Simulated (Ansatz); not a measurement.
BClH2Si (triplet)

Input file:

```
crystal:
  periodic: [false, false, false]
  atoms:
    - { symbol: B, position_ang: [-0.7837, 0.0059, 0.0578] }
    - { symbol: Si, position_ang: [0.9283, -0.7458, 0.5739] }
    - { symbol: Cl, position_ang: [2.4621, 0.2686, -0.427] }
    - { symbol: H, position_ang: [-1.0114, 1.1473, 0.2583] }
    - { symbol: H, position_ang: [-1.5952, -0.6761, -0.463] }
basis:
  gaussian:
    orbitals: def2-TZVP
magnetization:
  spin_polarized: true
  initial_magnetization: 2.0
correlation:
  method: mp2
output:
  orbitals: {}
  forces: true
```

Run with:

```sh
python bclh2si.py
```

The fields and orbitals are those of the mean-field reference, not of the correlated method; not at a stationary point (largest force 1.1 eV/Å).

Level of theory: MP2, Gaussian basis in Ansatz.

What will maps of the electron density, electron localisation function and spin density show?

Answer. Si–B (1.94 Å): ρ is about 0.88 e/Å³ halfway; the ELF peaks at about 1 between the atoms: a covalent bond.
B–H (1.18 Å): ρ at the midpoint is about 1.3 e/Å³; the ELF climbs to about 1 towards the hydrogen, as it does in any bond to H: an ordinary covalent bond to hydrogen.
The unpaired spin (2 electrons) lies mostly on Si2 (about 1.6), B1 (about 0.2) and Cl3 (about 0.1), in electrons by Hirshfeld's partition.

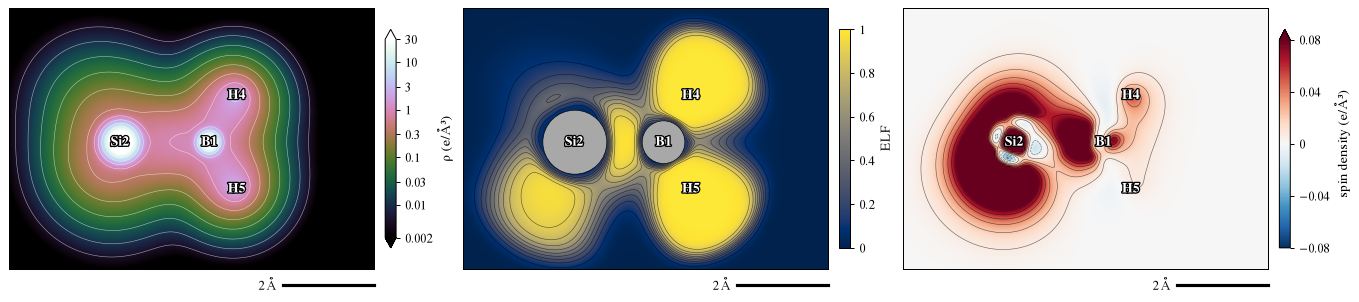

Computed electron density, electron localisation function and spin density on the plane of atoms Si2, B1 and H5, in this order. Grey discs cover the atomic cores in the ELF map. 
